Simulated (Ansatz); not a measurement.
# SnH3O (SMILES [OH][SnH2]): levels of theory compared

Aim: a comparison of 6 runs (UHF/STO-3G, U-wB97M-V/STO-3G, U-wB97X/STO-3G, UB2PLYP/STO-3G, USVWN5/STO-3G, UCCSD/STO-3G) of SnH3O. 

Program for the calculation: Ansatz 0.2.0.

58 further runs of the same task are left out: 7 that didn't finish, 51 set aside as unsound or not needed.

**1. The system as given**

SnH3O: 5 atoms, total charge 0, spin state doublet. As SMILES, `[OH][SnH2]`. The H5–Sn2 distance was set to 4.306 Å, away from the relaxed value. At this shape a bond of the SMILES string is far longer than usual.

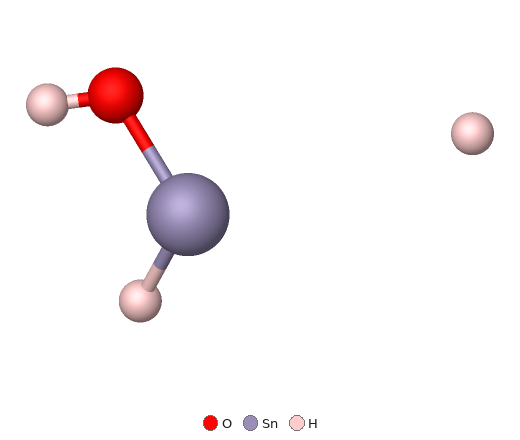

The structure, seen from a chosen angle (oxygen red, tin purple, hydrogen pink).

**2. The energy at UHF/STO-3G (run 1)**

File job.yaml:

```yaml
crystal:
  periodic: [false, false, false]
  atoms:
    - {symbol: O, position_ang: [0.149691, -3.150339, 0.140988]}
    - {symbol: Sn, position_ang: [-0.453209, -2.108639, -1.426412]}
    - {symbol: H, position_ang: [-0.189109, -4.048739, 0.152288]}
    - {symbol: H, position_ang: [-2.164509, -2.356139, -1.566812]}
    - {symbol: H, position_ang: [0.476300, 1.920400, -0.224900]}
basis:
  gaussian:
    orbitals: STO-3G
total_charge: 0
magnetization:
  spin_polarized: true
  initial_magnetization: 1
hamiltonian:
  xc: hf
accuracy: high
```

Launch:

```
$ ansatz run job.yaml --threads 1 --pin off --max-ram 2610MiB --events-out events.jsonl --progress --plain --runs-dir runs
```

The log of the run:

```text
Warning: RAYON_NUM_THREADS=1 ignored (pool sized by the plan → 1); use --threads N
Functional definition: HF
  name "HF"
  exchange = exact_x
  correlation = 0
626 factors; integrals over basis functions are off by at most 5.7e-9 eV
mean field evaluation 1: about -164310.3430 eV, gradient 1.5e1 eV
mean field evaluation 2: about -164310.3972 eV, gradient 1.5e1 eV
mean field evaluation 4: about -164312.0724 eV, gradient 5.0e0 eV
mean field evaluation 8: about -164321.4123 eV, gradient 2.0e0 eV
mean field evaluation 16: about -164321.5067 eV, gradient 4.0e-2 eV
mean field evaluation 32: about -164321.5590 eV, gradient 2.6e-1 eV
mean field evaluation 64: about -164320.8745 eV, gradient 2.4e-4 eV
mean field evaluation 96: about -164318.6624 eV, gradient 2.1e0 eV
mean field evaluation 128: about -164314.5631 eV, gradient 1.0e1 eV
mean field evaluation 160: about -164316.6975 eV, gradient 5.0e0 eV
mean field evaluation 192: about -164317.7492 eV, gradient 6.7e0 eV
mean field evaluation 224: about -164321.5051 eV, gradient 2.7e-5 eV
mean field -164321.56829570 eV, -6038.7062537077 hartree, gradient 1.6e-8 eV, S^2 1.061981; 7 other end points of the search recorded, 0 dependent functions left out
reference -164321.56829570 eV, -6038.7062537077 hartree; 31, 30 occupied and 4, 5 virtual orbitals, 626 factors
Total energy: -164321.56829570 eV, -6038.7062537077 hartree
```

Wall time 2 s (1 thread of Arm Neoverse V2, shared host); peak memory 0.1 GiB.

**3. The energy at U-wB97M-V/STO-3G (run 2)**

File molecule.yaml:

```yaml
crystal:
  periodic: [false, false, false]
  atoms:
    - {symbol: O, position_ang: [0.149691, -3.150339, 0.140988]}
    - {symbol: Sn, position_ang: [-0.453209, -2.108639, -1.426412]}
    - {symbol: H, position_ang: [-0.189109, -4.048739, 0.152288]}
    - {symbol: H, position_ang: [-2.164509, -2.356139, -1.566812]}
    - {symbol: H, position_ang: [0.476300, 1.920400, -0.224900]}
basis:
  gaussian:
    orbitals: STO-3G
total_charge: 0
magnetization:
  spin_polarized: true
  initial_magnetization: 1
hamiltonian:
  xc: {name: wB97M-V}
accuracy: high
```

Launch:

```
$ ansatz run molecule.yaml --threads 1 --pin off --max-ram 2610MiB --events-out events.jsonl --progress --plain --runs-dir runs
```

The log of the run, cut to the lines that bear on the results:

```text
Warning: RAYON_NUM_THREADS=1 ignored (pool sized by the plan → 1); use --threads N
Functional definition: wB97M-V
  name "wB97M-V"
[...]
  gx(w, u) = 1 - cx + cx01*u + cx10*w
  gss(w, u) = css00 + css04*u^4 + css10*w + css20*w^2 + css43*w^4*u^3
  gos(w, u) = cos00 + cos10*w + (cos20 + cos21*u)*w^2 + (cos60 + cos61*u)*w^6
[...]
      + integral(e_c_pw_mod_opposite_spin*gos(b97_w_opposite, b97_u_opposite)) + vv10(b, c)
626 factors; integrals over basis functions are off by at most 5.7e-9 eV
151 factors; integrals over basis functions are off by at most 1.1e-9 eV
[...]
mean field -164389.22758120 eV, -6041.1926865886 hartree, gradient 8.7e-8 eV, S^2 0.750008; 2 other end points of the search recorded, 0 dependent functions left out
reference -164389.22758432 eV, -6041.1926867033 hartree; 31, 30 occupied and 4, 5 virtual orbitals, 626 factors
Total energy: -164389.22758432 eV, -6041.1926867033 hartree
```

Wall time 41 s (1 thread of Arm Neoverse V2, shared host); peak memory 0.57 GiB.

Runs 3 to 5 aren't shown in full; the table further down has their settings and results.

**4. The energy at UCCSD/STO-3G (run 6)**

molecule.yaml: that of step 3 with these lines changed.

```diff
@@ -11,3 +11,2 @@
     orbitals: STO-3G
-total_charge: 0
 magnetization:
@@ -15,4 +14,7 @@
   initial_magnetization: 1
-hamiltonian:
-  xc: {name: wB97M-V}
+correlation:
+  method: ccsd
+  frozen_orbitals: {H: 0, O: 1, Sn: 18}
 accuracy: high
+scf:
+  omitted_lower_state_checks: [cluster_reference, increment]
```

Launch:

```
$ ansatz run molecule.yaml --threads 1 --pin off --max-ram 2610MiB --events-out events.jsonl --progress --plain --runs-dir runs
```

The log of the run:

```text
Warning: RAYON_NUM_THREADS=1 ignored (pool sized by the plan → 1); use --threads N
[... 14 lines left out ...]
19 core orbitals not correlated: weight in the atoms' cores, before any rotation towards them, 1.000 or more for the frozen orbitals, at most 0.000 for the correlated occupied ones
[... 36 lines left out ...]
Total energy: -164324.03407436 eV, -6038.7968694018 hartree
Checks for a lower state left out: cluster_reference, increment
```

Run time: 2 s. Hardware: 1 thread of Arm Neoverse V2, shared host; peak memory 0.11 GiB.

**5. Overview of the runs**

```tsv
run	level	frozen core orbitals	energy (Eh)	⟨S²⟩	wall time
1	UHF/STO-3G	–	-6038.706254	1.062	2 s
2	U-wB97M-V/STO-3G	–	-6041.192687	0.750	41 s
3	U-wB97X/STO-3G	–	-6041.235923	0.750	17 s
4	UB2PLYP/STO-3G	19	-6040.517770	0.762	11 s
5	USVWN5/STO-3G	–	-6034.756303	0.750	1.9 s
6	UCCSD/STO-3G	19	-6038.796869	1.062	2 s
```

**6. Results**

```
                                           quantity           value
                                run 6: total energy  -6038.79687 Eh
run 6: correlation energy (19 core orbitals frozen)       -90.6 mEh
           run 6: ⟨S²⟩ of the reference determinant           1.062
                               run 6: T1 diagnostic           0.056
```

Totals of different functionals can't be ranked against each other. In runs 1, 2, 3, 4, 5, 6 the basis is minimal, so the values are rough. In runs 1, 2, 3, 4, 5, 6 relativity is left out where basis or elements ask for it. Spin contamination of the reference: run 1 ⟨S²⟩ = 1.06, run 6 ⟨S²⟩ = 1.06. All runs together took 75 s, the longest 41 s.
